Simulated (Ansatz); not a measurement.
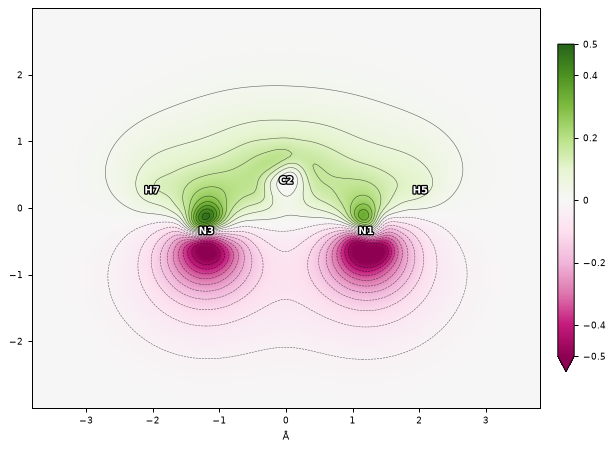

Figure 1: CH$_{5}$N$_{2}$ (SMILES N[CH]N) (doublet). The HOMO−1 (β) on the plane of atoms C2, N3 and H7 (values in Å⁻³ᐟ²; the overall sign is arbitrary).

Method: Ansatz 0.2.0, UKS B3LYP/def2-SVP.

Input

```
crystal:
  periodic: [false, false, false]
  atoms:
    - { symbol: "N", position_ang: [-0.65326, 0.70208, -0.76353] }
    - { symbol: C, position_ang: [0.15062, 0.35475, 0.34926] }
    - { symbol: "N", position_ang: [0.77055, -0.91562, 0.26633] }
    - { symbol: H, position_ang: [-1.28703, -0.04332, -1.02629] }
    - { symbol: H, position_ang: [-1.15913, 1.56297, -0.60383] }
    - { symbol: H, position_ang: [0.82257, 1.14311, 0.65925] }
    - { symbol: H, position_ang: [1.23432, -1.16197, 1.13075] }
    - { symbol: H, position_ang: [0.12136, -1.64201, -0.01194] }
magnetization:
  spin_polarized: true
  initial_magnetization: 1
basis:
  gaussian: { orbitals: def2-SVP }
hamiltonian:
  xc: b3lyp
relax:
  f_tol: 0.015
  max_steps: 40
output:
  orbitals: {}
```

Run with:

```sh
ansatz run input.yaml --threads 1 --pin off --max-ram 2048MiB --backend cpu --events-out ev --progress --plain --runs-dir out
```

The fields are those of the relaxed geometry.

Where does this orbital lie, and at what energy?

By Hirshfeld shares it lies mainly on N1 (about 30 %), N3 (about 30 %) and C2 (about 25 %). Its energy is −8.64 eV.
